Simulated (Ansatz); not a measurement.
Run report: ZrSiNH₈O₃F, nudged elastic band (part 1 of 2)

System: ZrSiNH₈O₃F.
Method: RHF/def2-SVP (Ansatz 0.2.0).

It belongs to a series of runs on one base structure; here: band between the two ends. Figures and captions count atoms from 1; the log counts them from 0 in places.

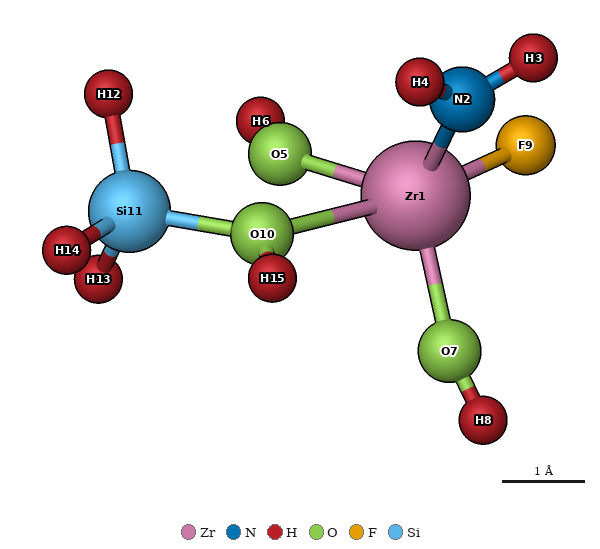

*The starting structure (ball-and-stick view, seen at a tilt; atoms are numbered from 1 in the order of the input). Sticks mark near contacts.*

Bond lengths as drawn: F–Zr 1.93 Å, H–N 1.00 to 1.01 Å, H–O 0.94 to 0.95 Å, H–Si 1.47 to 1.49 Å, N–Zr 2.07 Å, O–Si 1.71 Å and O–Zr 1.95 to 2.37 Å.

## The input
```yaml
crystal:
  periodic: [false, false, false]
  atoms:
    - { symbol: Zr, position_ang: [0.010618, 0.047779, 0.346693] }
    - { symbol: "N", position_ang: [-0.59122, -0.658748, 2.191872] }
    - { symbol: H, position_ang: [-1.244815, -1.415773, 2.302255] }
    - { symbol: H, position_ang: [-0.278378, -0.375422, 3.102514] }
    - { symbol: O, position_ang: [1.948248, -0.101785, -0.138993] }
    - { symbol: H, position_ang: [2.50465, -0.626554, -0.689899] }
    - { symbol: O, position_ang: [-0.973116, 1.586398, -0.331137] }
    - { symbol: H, position_ang: [-1.605326, 2.17325, -0.70134] }
    - { symbol: F, position_ang: [-0.705053, -1.398261, -0.719042] }
    - { symbol: O, position_ang: [1.223093, 1.607389, 1.654036] }
    - { symbol: Si, position_ang: [2.916308, 1.817564, 1.544736] }
    - { symbol: H, position_ang: [3.62366, 0.613942, 1.993395] }
    - { symbol: H, position_ang: [3.32757, 2.301249, 0.221604] }
    - { symbol: H, position_ang: [3.163032, 2.904113, 2.527692] }
    - { symbol: H, position_ang: [0.741026, 2.27856, 2.117718] }
basis:
  gaussian: { orbitals: def2-SVP }
hamiltonian:
  xc: hf
neb:
  order_check: false
  images: 7
  f_tol: 0.05
  max_iterations: 60
  final_atoms:
    - { symbol: Zr, position_ang: [0.51857017, 0.04092905, 0.2540278] }
    - { symbol: "N", position_ang: [-0.68981667, 0.26351672, 2.42800033] }
    - { symbol: H, position_ang: [-1.50767063, 0.83463239, 2.28907258] }
    - { symbol: H, position_ang: [-0.99035789, -0.64309501, 2.74798688] }
    - { symbol: O, position_ang: [1.39256459, -0.26296583, -1.44360018] }
    - { symbol: H, position_ang: [1.82595336, -0.4912377, -2.24385534] }
    - { symbol: O, position_ang: [-1.04999387, 1.08940483, -0.30805023] }
    - { symbol: H, position_ang: [-1.43347596, 1.4675756, -1.08091581] }
    - { symbol: F, position_ang: [0.21815777, -1.81263175, 0.78613106] }
    - { symbol: O, position_ang: [1.91533699, 1.05679678, 1.23354556] }
    - { symbol: Si, position_ang: [3.19313934, 1.92079581, 1.76545969] }
    - { symbol: H, position_ang: [4.38694137, 1.05803895, 1.93786735] }
    - { symbol: H, position_ang: [3.53607761, 3.01003074, 0.81902986] }
    - { symbol: H, position_ang: [2.88120623, 2.53830619, 3.08105063] }
    - { symbol: H, position_ang: [-0.1363354, 0.68360423, 3.15635384] }
  initial_path:
    images:
      - { positions_ang: [[0.010618, 0.047779, 0.346693], [-0.59122, -0.658748, 2.191872], [-1.244815, -1.415773, 2.302255], [-0.278378, -0.375422, 3.102514], [1.948248, -0.101785, -0.138993], [2.50465, -0.626554, -0.689899], [-0.973116, 1.586398, -0.331137], [-1.605326, 2.17325, -0.70134], [-0.705053, -1.398261, -0.719042], [1.223093, 1.607389, 1.654036], [2.916308, 1.817564, 1.544736], [3.62366, 0.613942, 1.993395], [3.32757, 2.301249, 0.221604], [3.163032, 2.904113, 2.527692], [0.741026, 2.27856, 2.117718]] }
      - { positions_ang: [[0.01034048, 0.05258496, 0.24705627], [-0.44818936, -0.51613851, 2.26972157], [-1.15929482, -1.15887335, 2.47823172], [0.00439026, -0.24475523, 3.09147545], [1.95345609, -0.05085199, -0.28384655], [2.44950016, -0.68052238, -0.7397261], [-0.96806513, 1.63935702, -0.41035554], [-1.68119976, 2.02614417, -0.7496323], [-0.75885636, -1.42430253, -0.74383617], [1.22964861, 1.67759747, 1.44589069], [2.8399855, 1.80021296, 1.60740898], [3.48937932, 0.55243899, 1.93823647], [3.41077325, 2.38391518, 0.49023276], [2.94006781, 2.70875414, 2.6870342], [0.74836093, 1.98814011, 2.09421254]] }
      - { positions_ang: [[0.01006297, 0.05739092, 0.14741955], [-0.30515871, -0.37352902, 2.34757114], [-1.07377465, -0.9019737, 2.65420844], [0.28715852, -0.11408846, 3.08043691], [1.95866418, 8.102e-05, -0.4287001], [2.39435033, -0.73449075, -0.78955319], [-0.96301426, 1.69231605, -0.48957409], [-1.75707352, 1.87903835, -0.79792459], [-0.81265971, -1.45034406, -0.76863035], [1.23620422, 1.74780594, 1.23774538], [2.763663, 1.78286192, 1.67008196], [3.35509865, 0.49093597, 1.88307794], [3.49397651, 2.46658136, 0.75886153], [2.71710363, 2.51339527, 2.8463764], [0.75569586, 1.69772023, 2.07070707]] }
      - { positions_ang: [[0.00978545, 0.06219688, 0.04778282], [-0.16212807, -0.23091954, 2.42542072], [-0.98825447, -0.64507406, 2.83018515], [0.56992677, 0.0165783, 3.06939836], [1.96387228, 0.05101403, -0.57355364], [2.33920049, -0.78845913, -0.83938029], [-0.95796339, 1.74527507, -0.56879263], [-1.83294728, 1.73193252, -0.84621689], [-0.86646307, -1.47638559, -0.79342452], [1.24275982, 1.8180144, 1.02960007], [2.68734049, 1.76551087, 1.73275494], [3.22081797, 0.42943296, 1.82791942], [3.57717976, 2.54924753, 1.02749029], [2.49413944, 2.31803641, 3.0057186], [0.7630308, 1.40730034, 2.04720161]] }
      - { positions_ang: [[0.00950794, 0.06700283, -0.0518539], [-0.01909743, -0.08831005, 2.50327029], [-0.90273429, -0.38817441, 3.00616187], [0.85269503, 0.14724507, 3.05835982], [1.96908037, 0.10194704, -0.71840719], [2.28405066, -0.8424275, -0.88920738], [-0.95291252, 1.79823409, -0.64801118], [-1.90882105, 1.5848267, -0.89450918], [-0.92026642, -1.50242712, -0.8182187], [1.24931543, 1.88822287, 0.82145475], [2.61101799, 1.74815983, 1.79542792], [3.08653729, 0.36792994, 1.77276089], [3.66038301, 2.63191371, 1.29611905], [2.27117526, 2.12267754, 3.1650608], [0.77036573, 1.11688045, 2.02369614]] }
      - { positions_ang: [[0.1367735, 0.06048439, 0.02461652], [-0.18677724, -0.00035336, 2.4844528], [-1.05396838, -0.08247271, 2.82688955], [0.3919318, -0.05033995, 2.98076658], [1.82495142, 0.01071882, -0.89970544], [2.16952633, -0.75463005, -1.22786937], [-0.97718286, 1.62102677, -0.56302094], [-1.78998477, 1.55551392, -0.94111084], [-0.63566038, -1.57997828, -0.41713126], [1.41582082, 1.68036635, 0.92447746], [2.75654833, 1.79131883, 1.78793586], [3.41163831, 0.5404572, 1.8140375], [3.62930666, 2.72644297, 1.17684675], [2.423683, 2.2265847, 3.14405826], [0.54369045, 1.0085614, 2.30686056]] }
      - { positions_ang: [[0.26403905, 0.05396594, 0.10108695], [-0.35445705, 0.08760334, 2.46563531], [-1.20520246, 0.22322899, 2.64761723], [-0.06883143, -0.24792497, 2.90317335], [1.68082248, -0.08050939, -1.08100369], [2.05500201, -0.6668326, -1.56653136], [-1.0014532, 1.44381946, -0.4780307], [-1.6711485, 1.52620115, -0.9877125], [-0.35105433, -1.65752943, -0.01604382], [1.58232621, 1.47250983, 1.02750016], [2.90207866, 1.83447782, 1.7804438], [3.73673933, 0.71298445, 1.85531412], [3.59823031, 2.82097223, 1.05757446], [2.57619074, 2.33049186, 3.12305571], [0.31701517, 0.90024234, 2.59002499]] }
      - { positions_ang: [[0.39130461, 0.0474475, 0.17755737], [-0.52213686, 0.17556003, 2.44681782], [-1.35643655, 0.52893069, 2.4683449], [-0.52959466, -0.44550999, 2.82558011], [1.53669353, -0.17173761, -1.26230194], [1.94047769, -0.57903515, -1.90519335], [-1.02572354, 1.26661214, -0.39304047], [-1.55231223, 1.49688837, -1.03431415], [-0.06644828, -1.73508059, 0.38504362], [1.7488316, 1.2646533, 1.13052286], [3.047609, 1.87763682, 1.77295174], [4.06184035, 0.8855117, 1.89659073], [3.56715396, 2.91550149, 0.93830216], [2.72869849, 2.43439903, 3.10205317], [0.09033988, 0.79192329, 2.87318941]] }
      - { positions_ang: [[0.51857017, 0.04092905, 0.2540278], [-0.68981667, 0.26351672, 2.42800033], [-1.50767063, 0.83463239, 2.28907258], [-0.99035789, -0.64309501, 2.74798688], [1.39256459, -0.26296583, -1.44360018], [1.82595336, -0.4912377, -2.24385534], [-1.04999387, 1.08940483, -0.30805023], [-1.43347596, 1.4675756, -1.08091581], [0.21815777, -1.81263175, 0.78613106], [1.91533699, 1.05679678, 1.23354556], [3.19313934, 1.92079581, 1.76545969], [4.38694137, 1.05803895, 1.93786735], [3.53607761, 3.01003074, 0.81902986], [2.88120623, 2.53830619, 3.08105063], [-0.1363354, 0.68360423, 3.15635384]] }
```

Run as:
```bash
ansatz run input.yaml --threads 4 --pin off --max-ram 5120MiB --backend cpu --events-out ev --progress --plain --runs-dir out
```

## The program's output
```
Engine: ansatz 0.2.0, x86_64-unknown-linux-gnu
Functional definition: HF
  exchange = exact_x
  correlation = 0
1678 factors; integrals over basis functions are off by at most 4.4e-4 eV
mean field evaluation 1: about -19541.9365 eV, gradient 7.1e1 eV
mean field evaluation 2: about -19542.0624 eV, gradient 7.1e1 eV
mean field evaluation 4: about -19551.6364 eV, gradient 3.8e0 eV
mean field evaluation 8: about -19551.7184 eV, gradient 1.2e-1 eV
mean field -19551.71846894 eV, -718.5124011029 hartree, gradient 8.7e-5 eV, S^2 0.000000; 0 other end points of the search recorded, 0 dependent functions left out
the calculation of the forces begins
reference -19551.71846894 eV, -718.5124011029 hartree; 37, 37 occupied and 122, 122 virtual orbitals, 1678 factors
1678 factors; integrals over basis functions are off by at most 9.9e-4 eV
mean field evaluation 16: about -19553.0383 eV, gradient 4.0e0 eV
mean field -19553.12518534 eV, -718.5640969769 hartree, gradient 7.1e-5 eV, S^2 0.000000; 0 other end points of the search recorded, 0 dependent functions left out
[... from here on the field's lines of each further geometry are left out, up to the last ...]
NEB iter   1: max|band force component| = 5.421e1 eV/Å  barrier→ = 11.4088 eV  barrier← = 12.8155 eV  Δτ_max = 0.2000 Å  (350 SCF iters)
NEB iter   2: max|band force component| = 8.783e0 eV/Å  barrier→ = 2.2740 eV  barrier← = 3.6808 eV  Δτ_max = 0.2000 Å  (275 SCF iters)
NEB iter   3: max|band force component| = 5.987e0 eV/Å  barrier→ = 1.3144 eV  barrier← = 2.7211 eV  Δτ_max = 0.2000 Å  (264 SCF iters)
NEB iter   4: max|band force component| = 2.119e0 eV/Å  barrier→ = 0.8268 eV  barrier← = 2.2335 eV  Δτ_max = 0.2000 Å  (264 SCF iters)
NEB iter   5: max|band force component| = 1.650e0 eV/Å  barrier→ = 0.3979 eV  barrier← = 1.8046 eV  Δτ_max = 0.2000 Å  (263 SCF iters)
NEB iter   6: max|band force component| = 2.258e0 eV/Å  barrier→ = 0.3754 eV  barrier← = 1.7821 eV  Δτ_max = 0.1004 Å  (263 SCF iters)
NEB iter   7: max|band force component| = 1.545e0 eV/Å  barrier→ = 0.3300 eV  barrier← = 1.7367 eV  Δτ_max = 0.1006 Å  (262 SCF iters)
NEB iter   8: max|band force component| = 4.105e-1 eV/Å  barrier→ = 0.2978 eV  barrier← = 1.7045 eV  CI = image 3  Δτ_max = 0.2000 Å  (258 SCF iters)
NEB iter   9: max|band force component| = 5.065e-1 eV/Å  barrier→ = 0.2548 eV  barrier← = 1.6615 eV  CI = image 3  Δτ_max = 0.1004 Å  (261 SCF iters)
NEB iter  10: max|band force component| = 3.005e-1 eV/Å  barrier→ = 0.2412 eV  barrier← = 1.6479 eV  CI = image 3  Δτ_max = 0.2000 Å  (262 SCF iters)
NEB iter  11: max|band force component| = 7.941e-1 eV/Å  barrier→ = 0.2238 eV  barrier← = 1.6305 eV  CI = image 3  Δτ_max = 0.1004 Å  (260 SCF iters)
NEB iter  12: max|band force component| = 5.027e-1 eV/Å  barrier→ = 0.2206 eV  barrier← = 1.6273 eV  CI = image 3  Δτ_max = 0.2000 Å  (259 SCF iters)
NEB iter  13: max|band force component| = 1.688e0 eV/Å  barrier→ = 0.3229 eV  barrier← = 1.7296 eV  CI = image 3  Δτ_max = 0.1017 Å  (259 SCF iters)
NEB iter  14: max|band force component| = 1.280e0 eV/Å  barrier→ = 0.3198 eV  barrier← = 1.7265 eV  CI = image 3  Δτ_max = 0.2000 Å  (259 SCF iters)
NEB iter  15: max|band force component| = 4.011e-1 eV/Å  barrier→ = 0.3823 eV  barrier← = 1.7890 eV  CI = image 3  Δτ_max = 0.1383 Å  (260 SCF iters)
NEB iter  16: max|band force component| = 2.229e-1 eV/Å  barrier→ = 0.3828 eV  barrier← = 1.7895 eV  CI = image 3  Δτ_max = 0.1414 Å  (261 SCF iters)
NEB iter  17: max|band force component| = 2.948e-1 eV/Å  barrier→ = 0.3709 eV  barrier← = 1.7776 eV  CI = image 3  Δτ_max = 0.0742 Å  (264 SCF iters)
NEB iter  18: max|band force component| = 2.219e-1 eV/Å  barrier→ = 0.3614 eV  barrier← = 1.7681 eV  CI = image 3  Δτ_max = 0.0732 Å  (261 SCF iters)
NEB iter  19: max|band force component| = 3.028e-1 eV/Å  barrier→ = 0.3526 eV  barrier← = 1.7593 eV  CI = image 3  Δτ_max = 0.0365 Å  (265 SCF iters)
NEB iter  20: max|band force component| = 1.063e-1 eV/Å  barrier→ = 0.3481 eV  barrier← = 1.7548 eV  CI = image 3  Δτ_max = 0.0735 Å  (263 SCF iters)
NEB iter  21: max|band force component| = 2.071e-1 eV/Å  barrier→ = 0.3439 eV  barrier← = 1.7506 eV  CI = image 3  Δτ_max = 0.0367 Å  (261 SCF iters)
NEB iter  22: max|band force component| = 1.597e-1 eV/Å  barrier→ = 0.3418 eV  barrier← = 1.7485 eV  CI = image 3  Δτ_max = 0.0366 Å  (265 SCF iters)
NEB iter  23: max|band force component| = 1.187e-1 eV/Å  barrier→ = 0.3402 eV  barrier← = 1.7469 eV  CI = image 3  Δτ_max = 0.0365 Å  (264 SCF iters)
NEB iter  24: max|band force component| = 8.464e-2 eV/Å  barrier→ = 0.3388 eV  barrier← = 1.7455 eV  CI = image 3  Δτ_max = 0.0365 Å  (265 SCF iters)
NEB iter  25: max|band force component| = 8.767e-2 eV/Å  barrier→ = 0.3376 eV  barrier← = 1.7443 eV  CI = image 3  Δτ_max = 0.0183 Å  (266 SCF iters)
NEB iter  26: max|band force component| = 6.399e-2 eV/Å  barrier→ = 0.3370 eV  barrier← = 1.7438 eV  CI = image 3  Δτ_max = 0.0183 Å  (269 SCF iters)
NEB iter  27: max|band force component| = 7.290e-2 eV/Å  barrier→ = 0.3365 eV  barrier← = 1.7432 eV  CI = image 3  Δτ_max = 0.0092 Å  (271 SCF iters)
NEB iter  28: max|band force component| = 5.051e-2 eV/Å  barrier→ = 0.3362 eV  barrier← = 1.7429 eV  CI = image 3  Δτ_max = 0.0091 Å  (271 SCF iters)
```
